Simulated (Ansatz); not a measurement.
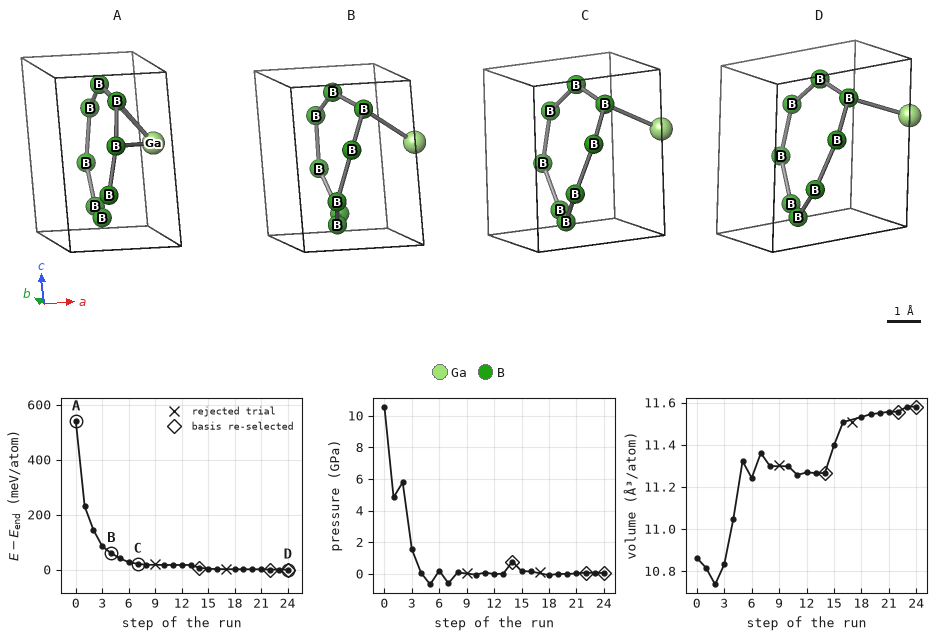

Frames of a relaxation of a crystal of GaB8 (a generated structure, set up in P1) (coarse preliminary run), marked on the history of the run. The picture is a ball-and-stick view of the cell of the calculation, reduced to other axes, seen slightly off an axis. Lengths and directions refer to the drawn axes.

The calculation used DFT PBE, scalar-relativistic, plane waves, PAW (Ansatz 0.2.0).

The input:
```yaml
crystal:
  lattice:
    - [-0.0371905247, 0.040261241, 3.4566203077]
    - [2.9993982054, -4.8250908013, -0.0872415807]
    - [2.9012148336, 4.7647835418, 0.0240797055]
  atoms:
    - { symbol: Ga, position: [-0.0510778479, 0.4538298467, 0.4144104129] }
    - { symbol: B, position: [0.5849160881, 0.1735197657, 0.1726204488] }
    - { symbol: B, position: [0.5082129163, 0.856399197, 0.8730748329] }
    - { symbol: B, position: [0.5066807734, 0.278375962, 0.7630576848] }
    - { symbol: B, position: [0.4493567822, 0.7123846634, 0.207593106] }
    - { symbol: B, position: [0.519746412, 0.106146663, 0.4428488081] }
    - { symbol: B, position: [0.4885407411, 0.8909994822, 0.6177909887] }
    - { symbol: B, position: [0.5124893732, 0.4158905535, 0.0677427436] }
    - { symbol: B, position: [0.4811347617, 0.6124538664, 0.9408609743] }
basis:
  ecutwfc: 420
kpoints:
  mp_grid: { grid: [6, 4, 4] }
hamiltonian:
  xc: pbe
scf:
  occupations: { method: gaussian, width: 0.2 }
  lower_state_search: "off"
output:
  forces: true
  stress: true
  eigenvalues: true
relax:
  adjacent_minimum: "off"
  f_tol: 0.025
  max_steps: 60
  cell: { stress_tol: 0.25 }
```

Command:
```bash
ansatz run input.yaml --threads 1 --pin off --max-ram 2560MiB --backend cpu --events-out ev --progress --plain --runs-dir out
```

### What happens along the run?

The atom that moves furthest relative to the cell is Ga1 (1.02 Å roughly along [3 0 1]). Largest moves by element: Ga 1.02 Å, B 0.36 Å. Cell: a 3.457 → 4.178 Å (+20.9 %), b 5.579 → 5.516 Å (−1.1 %), c 5.682 → 5.506 Å (−3.1 %), α 63.2° → 64.7°, β 88.2° → 77.1°, γ 89.5° → 103.0°. Volume +6.6 %. Some distances before and after: Ga1–B4 3.229 → 2.325 Å, Ga1–B9 3.229 → 2.431 Å, Ga1–B3 3.171 → 2.554 Å, Ga1–B8 2.391 → 2.999 Å. New bonds form: B5–B7 (2.05 → 1.67 Å). Bond angles that change, for instance: Ga1–B2–B3 148.6° → 113.4°, Ga1–B2–B8 79.6° → 103.5°, Ga1–B2–B6 84.4° → 103.6°. The space group stays P1 (No. 1). Over 19 accepted moves (24 points after the start) the energy falls by 539 meV per atom. The largest force component goes from 14 to 0.02 eV/Å. The pressure goes from 10.57 to 0.05 GPa. The line search rejected the trial steps at points 9, 17 of the run. At 3 points the geometry stayed and the basis and grid were re-selected for the new cell (energy shift of 10.0 meV per atom at most each time). From step 0 to 4: Ga1 moves most (0.66 Å), volume +1.7 %, energy −479 meV per atom. From step 4 to 7: B3 moves most (0.23 Å), volume +2.8 %, energy −39.0 meV per atom. From step 7 to 24: B7 moves most (0.10 Å), volume +1.9 %, energy −21.0 meV per atom.

| step | E − E(0), meV/atom | largest force component, eV/Å | pressure, GPa | volume, Å³/atom | note |
| --- | --- | --- | --- | --- | --- |
| 0 | 0.00 | 13.9218 | 10.57 | 10.863 |  |
| 1 | -308.90 | 6.5138 | 4.84 | 10.816 |  |
| 2 | -394.95 | 3.8515 | 5.78 | 10.737 |  |
| 3 | -454.42 | 1.4436 | 1.55 | 10.832 |  |
| 4 | -478.92 | 0.4919 | 0.07 | 11.049 |  |
| 5 | -497.96 | 0.3784 | -0.68 | 11.322 |  |
| 6 | -512.09 | 0.3055 | 0.20 | 11.242 |  |
| 7 | -517.90 | 0.4848 | -0.61 | 11.360 |  |
| 8 | -521.21 | 0.1461 | 0.08 | 11.298 |  |
| 9 | -519.35 | 0.2800 | 0.03 | 11.305 | rejected |
| 10 | -521.86 | 0.0399 | -0.06 | 11.298 |  |
| 11 | -522.00 | 0.0534 | 0.08 | 11.256 |  |
| 12 | -522.06 | 0.0344 | -0.02 | 11.268 |  |
| 13 | -522.08 | 0.0138 | 0.01 | 11.266 |  |
| 14 | -532.12 | 0.0222 | 0.78 | 11.266 | same geometry, new basis |
| 15 | -535.44 | 0.0670 | 0.16 | 11.397 |  |
| 16 | -536.97 | 0.0871 | 0.15 | 11.508 |  |
| 17 | -536.77 | 0.1484 | 0.12 | 11.509 | rejected |
| 18 | -537.48 | 0.0479 | -0.09 | 11.531 |  |
| 19 | -537.59 | 0.0805 | 0.00 | 11.545 |  |
| 20 | -537.64 | 0.0339 | -0.02 | 11.550 |  |
| 21 | -537.65 | 0.0171 | 0.02 | 11.557 |  |
| 22 | -538.79 | 0.0169 | 0.07 | 11.557 | same geometry, new basis |
| 23 | -538.88 | 0.0205 | 0.05 | 11.581 |  |
| 24 | -538.92 | 0.0205 | 0.05 | 11.581 | same geometry, new basis |
